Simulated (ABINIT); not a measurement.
# Gap slopes of TiO2 (Rutile) from G0W0 (hydrostatic strain)

Does PBE give the same change of gap under hydrostatic strain as G0W0? The case is TiO2 (Rutile).

Program: ABINIT 10.8.3. Level of theory: PBE and many-body steps on it, plane waves. Results are calculated unless marked as measured.

### 1. The starting structure

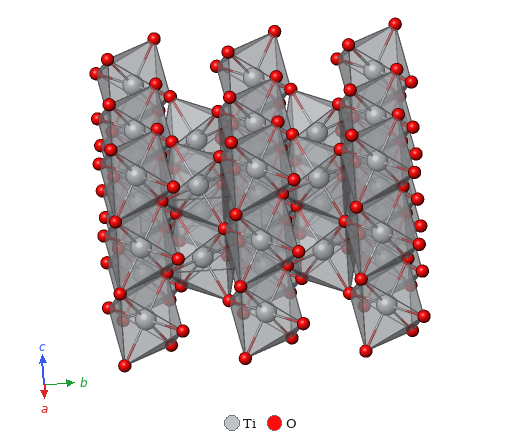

Start, viewed slightly off an axis; titanium light grey, oxygen red. 2×2×2 cells are drawn. Some periodic images of atoms are drawn too.

Geometry: measured (diffraction), ions relaxed with PBE. The runs that relaxed it are not among those shown.

### 2. Ground state

This step: ABINIT 10.8.3; DFT, PBE, plane waves, norm-conserving pseudopotentials.

The ground-state density comes first.

run.abi reads:

```
acell 3*1.0 Angstrom
rprim 
  4.592200000000 0.000000000000 0.000000000000
  0.000000000000 4.592200000000 0.000000000000
  0.000000000000 0.000000000000 2.957400000000
ntypat 2
znucl 22 8
natom 6
typat 1 1 2 2 2 2
xred 
  0.000000000000 -0.000000000000 0.000000000000
  0.500000000000 0.500000000000 0.500000000000
  0.304211085228 0.304211085228 0.000000000000
  0.195788914772 0.804211085228 0.500000000000
  0.695788914772 0.695788914772 0.000000000000
  0.804211085228 0.195788914772 0.500000000000
pp_dirpath "pseudos"
pseudos "Ti.upf, O.upf"
ecut 38
ngkpt 4 4 8
nshiftk 1
shiftk 0 0 0
kptopt 1
chksymbreak 0
nband 31
occopt 1
tolvrs 1e-10
nstep 60
prtwf 0
optforces 0
optstress 0
indata_prefix "in"
outdata_prefix "out"
tmpdata_prefix "tmp"
```

Started as:

```bash
> OMP_NUM_THREADS=1 mpirun -n 4 abinit run.abi > log
```

Numbers of over 12 decimals in the logs are rounded to 6 here.

The log of the run:

```text
.Version 10.8.3 of ABINIT. v10.8.2 released Aug 2026.

 Symmetries : space group P4_2/m n m (#136); Bravais tP (primitive tetrag.)
================================================================================
 Values of the parameters that define the memory need of the present run
     intxc =       0    ionmov =       0      iscf =       7    lmnmax =       6
     lnmax =       6     mgfft =      50  mpssoang =       3    mqgrid =    3001
     natom =       6  nloc_mem =       1    nspden =       1   nspinor =       1
[...]
psp_core            :  6.17517158894087E+00
local_psp           : -1.49304643647223E+02
non_local_psp       : -8.42129178892957E+00
total_energy        : -1.85210019928707E+02
total_energy_eV     : -5.03982138890588E+03
band_energy         : -2.04942316181508E+01

== END DATASET(S) ==============================================================
================================================================================

 -outvars: echo values of variables after computation  --------
           etotal     -1.8521001993E+02
            nband          31
             nkpt          30
          spgroup         136
 [... the other variables as echoed above ...]

 Calculation completed.
```

Elapsed: 73 s, on 4 MPI ranks of Arm Neoverse V1, shared host; peak memory 0.35 GiB.

Numbers from this step:

- total energy: -5039.8214 eV
- gap: 1.888 eV
- k of the valence top: 0, 0, 0
- k of the conduction bottom: 0, 0, 0
- least direct gap: 1.888 eV

The gap is direct, at Γ.

### 3. Empty states on the mesh, 4×4×4 mesh, 91 bands

The sums over transitions need many empty states on a uniform mesh; this step solves for them.

Edit run.abi of step 2 so:

```diff
@@ -19,3 +19,3 @@
 ecut 38
-ngkpt 4 4 8
+ngkpt 4 4 4
 nshiftk 1
@@ -24,9 +24,10 @@
 chksymbreak 0
-nband 31
-occopt 1
-tolvrs 1e-10
+iscf -2
+irdden 1
+istwfk *1
+nband 91
+nbdbuf 8
+tolwfr 1e-09
 nstep 60
-prtwf 0
-optforces 0
-optstress 0
+prtvol 0
 indata_prefix "in"
```

The log of the run:

```text
.Version 10.8.3 of ABINIT. v10.8.2 released Aug 2026.

 Symmetries : space group P4_2/m n m (#136); Bravais tP (primitive tetrag.)
[... echo of the input left out ...]
== DATASET  1 ==================================================================
-   mpi_nproc: 4, omp_nthreads: 1 (-1 if OMP is not activated)

--- !DatasetInfo
iteration_state: {dtset: 1, }
dimensions: {natom: 6, nkpt: 18, mband: 91, nsppol: 1, nspinor: 1, nspden: 1, mpw: 4748, }
cutoff_energies: {ecut:  38.0, pawecutdg:  -1.0, }
[...]
1.70592    1.72625    1.76057    1.76057    1.80197    1.80197    1.81060    1.81722
   1.86048    1.91142    1.93995    2.00856    2.00856    2.04571    2.09070    2.10022
   2.10055    2.12922    2.13759
 prteigrs : prtvol=0 or 1, do not print more k-points.

== END DATASET(S) ==============================================================
================================================================================

 -outvars: echo values of variables after computation  --------
            nband          91
             nkpt          18
          spgroup         136
 [... the other variables as echoed above ...]

 Calculation completed.
```

It took 54 s on 4 MPI ranks; peak memory 0.39 GiB.

Numbers from this step:

| Item | Value |
| --- | --- |
| gap | 1.888 eV |
| k of the valence top | 0, 0, 0 |
| k of the conduction bottom | 0, 0, 0 |
| least direct gap | 1.888 eV |
| k points computed | 18 |
| lowest point of the top converged band, above the valence top | 44.84 eV |

On this mesh the gap is 1.888 eV.

### 4. Screening, 4×4×4 mesh, 83 bands, screening to 103.4 eV

The RPA dielectric matrix is built and inverted for each q.

This step: RPA screening on PBE, plane waves, norm-conserving pseudopotentials.

Edit run.abi of step 3 so:

```diff
@@ -24,10 +24,11 @@
 chksymbreak 0
-iscf -2
-irdden 1
 istwfk *1
-nband 91
-nbdbuf 8
-tolwfr 1e-09
-nstep 60
-prtvol 0
+occopt 1
+irdwfk 1
+optdriver 3
+nband 83
+ecuteps 3.8
+inclvkb 2
+awtr 1
+symchi 1
 indata_prefix "in"
```

The log of the run:

```text
.Version 10.8.3 of ABINIT. v10.8.2 released Aug 2026.

 Symmetries : space group P4_2/m n m (#136); Bravais tP (primitive tetrag.)
[... echo of the input left out ...]
== DATASET  1 ==================================================================
-   mpi_nproc: 4, omp_nthreads: 1 (-1 if OMP is not activated)

--- !DatasetInfo
iteration_state: {dtset: 1, }
dimensions: {natom: 6, nkpt: 18, mband: 83, nsppol: 1, nspinor: 1, nspden: 1, mpw: 4748, }
cutoff_energies: {ecut:  38.0, pawecutdg:  -1.0, }
[...]
--------------------------------------------------------------------------------
[... chi0 elements left out ...]
 For q-point:  0.000010 0.000020 0.000030
  dielectric constant =   8.5967
  dielectric constant without local fields =   8.9352

  Average fulfillment of the sum rule on Im[epsilon] for q-point    1 :     46.96  [%]
[... wings left out ...]
  q-point number  2        q = ( 0.250000, 0.000000, 0.000000) [r.l.u.]
--------------------------------------------------------------------------------
[... chi0 elements left out ...]
  Average fulfillment of the sum rule on Im[epsilon] for q-point    2 :     62.12  [%]

 [... 16 further q-points ...]
```

It took 2.3 min on 4 MPI ranks; peak memory 1.7 GiB; 9.3 min of CPU time.

Numbers from this step:

```
ε∞ with local fields, on this mesh, along the program's q direction : 8.597
the same without local fields                                       : 8.935
plasma frequency                                                    : 32.58 eV
plane waves in the screening matrix                                 : 145
```

Local fields lower ε∞ by 4 %. On a Γ-centred mesh this coarse the value itself is usually too large, while a short band sum pulls it down.

### 5. G0W0, strain +0 %

The self-energy is evaluated for the states that the input lists, and the levels follow from it, in one-shot runs by the linearised quasiparticle equation.

This step: G0W0 on PBE, plane waves, norm-conserving pseudopotentials.

Edit run.abi of step 4 so:

```diff
@@ -27,8 +27,15 @@
 irdwfk 1
-optdriver 3
+optdriver 4
 nband 83
+gwcalctyp 0
+ecutsigx 38
+symsigma 1
+nkptgw 1
+kptgw 
+  0.0000000000 0.0000000000 0.0000000000
+bdgw 
+  22 26
 ecuteps 3.8
-inclvkb 2
-awtr 1
-symchi 1
+irdscr 1
+ppmodel 1
 indata_prefix "in"
```

The log of the run:

```text
.Version 10.8.3 of ABINIT. v10.8.2 released Aug 2026.

 Symmetries : space group P4_2/m n m (#136); Bravais tP (primitive tetrag.)
[... echo of the input left out ...]
== DATASET  1 ==================================================================
-   mpi_nproc: 4, omp_nthreads: 1 (-1 if OMP is not activated)

--- !DatasetInfo
iteration_state: {dtset: 1, }
dimensions: {natom: 6, nkpt: 18, mband: 83, nsppol: 1, nspinor: 1, nspden: 1, mpw: 4748, }
cutoff_energies: {ecut:  38.0, pawecutdg:  -1.0, }
electrons: {nelect:   4.80000000E+01, charge:   0.00000000E+00, occopt:   1.00000000E+00, tsmear:   1.00000000E-02, }

 SIGMA: Calculation of the GW corrections

 Based on a program developped by R.W. Godby, V. Olevano, G. Onida, and L. Reining.
 Incorporated in ABINIT by V. Olevano, G.-M. Rignanese, and M. Torrent.
.Using double precision arithmetic ; gwpc =  8

[... cell and pseudopotentials left out ...]
--------------------------------------------------------------------------------

 ==== K-mesh for the wavefunctions ====
 Number of points in the irreducible wedge :    18
[... list of points left out ...]
 Together with 16 symmetry operations and time-reversal symmetry
 yields    64 points in the full Brillouin Zone.

 ==== Q-mesh for screening function ====
 Number of points in the irreducible wedge :    18
[... list of points left out ...]
 Together with 16 symmetry operations and time-reversal symmetry
 yields    64 points in the full Brillouin Zone.

 vcoul_init : cutoff-mode = AUXILIARY_FUNCTION
 q-points for optical limit:   1
     1)      0.000010    0.000020    0.000030
 setmesh: FFT mesh size selected  =    50x   50x   32
          total number of points  =        80000

 Number of electrons calculated from density =   48.0000; Expected =   48.0000
 average of density, n =  0.114049
 r_s =    1.2792
 omega_plasma =   32.5763 [eV]

 === KS Band Gaps ===
  >>>> For spin  1
   Minimum direct gap =   1.8877 [eV], located at k-point      :   0.0000  0.0000  0.0000
   Fundamental gap    =   1.8877 [eV], Top of valence bands at :   0.0000  0.0000  0.0000
                                       Bottom of conduction at :   0.0000  0.0000  0.0000
 SIGMA fundamental parameters:
 PLASMON POLE MODEL  1
 number of plane-waves for SigmaX                 4679
 number of plane-waves for SigmaC and W            145
 number of plane-waves for wavefunctions          4679
 number of bands                                    83
 number of independent spin polarizations            1
 number of spinorial components                      1
 number of k-points in IBZ                          18
 number of q-points in IBZ                          18
 number of symmetry operations                      16
 number of k-points in BZ                           64
 number of q-points in BZ                           64
 number of frequencies for dSigma/dE                 9
 frequency step for dSigma/dE [eV]                0.25
 number of omega for Sigma on real axis              0
 max omega for Sigma on real axis  [eV]           0.00
 zcut for avoiding poles [eV]                     0.10

 EPSILON^-1 parameters (SCR file):
 dimension of the eps^-1 matrix on file            145
 dimension of the eps^-1 matrix used               145
 number of plane-waves for wavefunctions          4679
 number of bands                                    83
 number of q-points in IBZ                          18
 number of frequencies                               2
 number of real frequencies                          1
 number of imag frequencies                          1

 matrix elements of self-energy operator (all in [eV])

 Perturbative Calculation

--- !SelfEnergy_ee
iteration_state: {dtset: 1, }
kpoint     : [   0.000,    0.000,    0.000, ]
spin       : 1
KS_gap     :    1.888
QP_gap     :    3.376
Delta_QP_KS:    1.488
data: !SigmaeeData |
     Band     E0 <VxcDFT>   SigX SigC(E0)      Z dSigC/dE  Sig(E)    E-E0       E
       22   5.207 -20.666 -25.173   5.005   0.772  -0.295 -20.282   0.385   5.591
       23   5.207 -20.666 -25.173   5.005   0.772  -0.295 -20.282   0.385   5.591
       24   5.675 -20.456 -25.125   5.200   0.766  -0.305 -20.049   0.407   6.081
       25   7.562 -20.136 -12.047  -5.665   0.782  -0.279 -18.241   1.894   9.457
       26   7.845 -19.774 -12.071  -5.415   0.782  -0.278 -17.984   1.790   9.636

== END DATASET(S) ==============================================================
================================================================================

 -outvars: echo values of variables after computation  --------
           etotal      0.0000000000E+00
            nband          83
             nkpt          18
          spgroup         136
 [... the other variables as echoed above ...]

 Calculation completed.
```

It took 5.9 s on 4 MPI ranks; peak memory 1.1 GiB; 23 s of CPU time.

This step gave:

- G0W0 gap on the points computed: 3.376 eV
- starting gap on the mesh: 1.888 eV
- k of the valence top: 0, 0, 0
- k of the conduction bottom: 0, 0, 0
- Z at the valence top: 0.766
- Z at the conduction bottom: 0.782
- least direct G0W0 gap on the computed points: 3.376 eV

The gap on the mesh goes from 1.89 eV to 3.38 eV, a correction of +1.49 eV.

### 6. G0W0, strain -1 %

The cell differs from the one that the last finished run ended in (a 4.592 → 4.546 Å, b 4.592 → 4.546 Å, c 2.957 → 2.928 Å).

run.abi reads:

```
acell 3*1.0 Angstrom
rprim 
  4.546278000000 0.000000000000 0.000000000000
  0.000000000000 4.546278000000 0.000000000000
  0.000000000000 0.000000000000 2.927826000000
ntypat 2
znucl 22 8
natom 6
typat 1 1 2 2 2 2
xred 
  0.000000000000 0.000000000000 0.000000000000
  0.500000000000 0.500000000000 0.500000000000
  0.303234935125 0.303234935125 -0.000000000000
  0.196765064875 0.803234935125 0.500000000000
  0.696765064875 0.696765064875 -0.000000000000
  0.803234935125 0.196765064875 0.500000000000
pp_dirpath "pseudos"
pseudos "Ti.upf, O.upf"
ecut 38
ngkpt 4 4 4
nshiftk 1
shiftk 0 0 0
kptopt 1
chksymbreak 0
istwfk *1
occopt 1
irdwfk 1
optdriver 4
nband 81
gwcalctyp 0
ecutsigx 38
symsigma 1
nkptgw 1
kptgw 
  0.0000000000 0.0000000000 0.0000000000
bdgw 
  22 26
ecuteps 3.8
irdscr 1
ppmodel 1
indata_prefix "in"
outdata_prefix "out"
tmpdata_prefix "tmp"
```

The log of the run:

```text
.Version 10.8.3 of ABINIT. v10.8.2 released Aug 2026.

 Symmetries : space group P4_2/m n m (#136); Bravais tP (primitive tetrag.)
[... echo of the input left out ...]
== DATASET  1 ==================================================================
-   mpi_nproc: 4, omp_nthreads: 1 (-1 if OMP is not activated)

--- !DatasetInfo
iteration_state: {dtset: 1, }
dimensions: {natom: 6, nkpt: 18, mband: 81, nsppol: 1, nspinor: 1, nspden: 1, mpw: 4604, }
cutoff_energies: {ecut:  38.0, pawecutdg:  -1.0, }
[...]
24   6.033 -20.532 -25.236   5.227   0.769  -0.301 -20.129   0.403   6.436
       25   7.958 -20.143 -12.085  -5.603   0.785  -0.274 -18.216   1.926   9.885
       26   8.237 -19.802 -12.144  -5.335   0.786  -0.272 -17.975   1.826  10.063

== END DATASET(S) ==============================================================
================================================================================

 -outvars: echo values of variables after computation  --------
           etotal      0.0000000000E+00
            nband          81
             nkpt          18
          spgroup         136
 [... the other variables as echoed above ...]

 Calculation completed.
```

The job ended after 5.6 s (4 MPI ranks; peak memory 1 GiB).

Numbers from this step:

```
G0W0 gap on the points computed              : 3.449 eV
starting gap on the mesh                     : 1.925 eV
k of the valence top                         : 0, 0, 0
k of the conduction bottom                   : 0, 0, 0
least direct G0W0 gap on the computed points : 3.449 eV
```

The gap on the mesh goes from 1.93 eV to 3.45 eV, a correction of +1.52 eV.

Ground state, empty states and screening of this cell were made anew, as for the first cell; those steps are not shown. Geometry: measured (diffraction), hydrostatic strain, ions relaxed with PBE.

### 7. G0W0, strain +1 %

The cell differs from the one that the last finished run ended in (a 4.546 → 4.638 Å, b 4.546 → 4.638 Å, c 2.928 → 2.987 Å).

run.abi reads:

```
acell 3*1.0 Angstrom
rprim 
  4.638122000000 0.000000000000 0.000000000000
  0.000000000000 4.638122000000 0.000000000000
  0.000000000000 0.000000000000 2.986974000000
ntypat 2
znucl 22 8
natom 6
typat 1 1 2 2 2 2
xred 
  0.000000000000 0.000000000000 0.000000000000
  0.500000000000 0.500000000000 0.500000000000
  0.305322046973 0.305322046973 0.000000000000
  0.194677953027 0.805322046973 0.500000000000
  0.694677953027 0.694677953027 0.000000000000
  0.805322046973 0.194677953027 0.500000000000
pp_dirpath "pseudos"
pseudos "Ti.upf, O.upf"
ecut 38
ngkpt 4 4 4
nshiftk 1
shiftk 0 0 0
kptopt 1
chksymbreak 0
istwfk *1
occopt 1
irdwfk 1
optdriver 4
nband 85
gwcalctyp 0
ecutsigx 38
symsigma 1
nkptgw 1
kptgw 
  0.0000000000 0.0000000000 0.0000000000
bdgw 
  22 26
ecuteps 3.8
irdscr 1
ppmodel 1
indata_prefix "in"
outdata_prefix "out"
tmpdata_prefix "tmp"
```

The log of the run:

```text
.Version 10.8.3 of ABINIT. v10.8.2 released Aug 2026.

 Symmetries : space group P4_2/m n m (#136); Bravais tP (primitive tetrag.)
[... echo of the input left out ...]
== DATASET  1 ==================================================================
-   mpi_nproc: 4, omp_nthreads: 1 (-1 if OMP is not activated)

--- !DatasetInfo
iteration_state: {dtset: 1, }
dimensions: {natom: 6, nkpt: 18, mband: 85, nsppol: 1, nspinor: 1, nspden: 1, mpw: 4904, }
cutoff_energies: {ecut:  38.0, pawecutdg:  -1.0, }
[...]
24   5.325 -20.380 -25.010   5.180   0.762  -0.313 -19.961   0.419   5.744
       25   7.180 -20.132 -12.016  -5.719   0.777  -0.287 -18.269   1.863   9.044
       26   7.472 -19.750 -12.004  -5.451   0.779  -0.284 -17.962   1.788   9.261

== END DATASET(S) ==============================================================
================================================================================

 -outvars: echo values of variables after computation  --------
           etotal      0.0000000000E+00
            nband          85
             nkpt          18
          spgroup         136
 [... the other variables as echoed above ...]

 Calculation completed.
```

Elapsed: 6.2 s, on 4 MPI ranks; peak memory 1.1 GiB; 25 s of CPU time.

Numbers from this step:

```yaml
g0w0_gap_on_the_points_computed: 3.300 eV
starting_gap_on_the_mesh: 1.856 eV
k_of_the_valence_top: 0, 0, 0
k_of_the_conduction_bottom: 0, 0, 0
least_direct_g0w0_gap_on_the_computed_points: 3.300 eV
```

The gap on the mesh goes from 1.86 eV to 3.30 eV, a correction of +1.44 eV.

Again on this cell's own states.

(Part 1 of 2 ends here.)

[Paths, hosts, dates, memory and timing lines, banners, echoed tables and standing remarks are left out of the program output.]

[Logs are printed without paths, hosts, clocks, repeated set-up lines and the standing remarks that a program may print on its own settings, such as how far it seeks lower states.]

[Runs of the session that timed out or met a known fault of the program may be left out.]

[Hosts, paths, dates, database ids (printed as entryN), source tags and the programs' standing remarks are cut or masked in the printed files.]

[G0W0 gaps are taken among the corrected bands and points alone; a level outside them can change the order at an edge.]

[Where Ansatz stands beside ABINIT at settings called matched, ABINIT's density can come from a denser mesh and the files from another edition; pairs whose starting gaps differed by over 0.03 eV were left out, so agreement reads better than it is.]
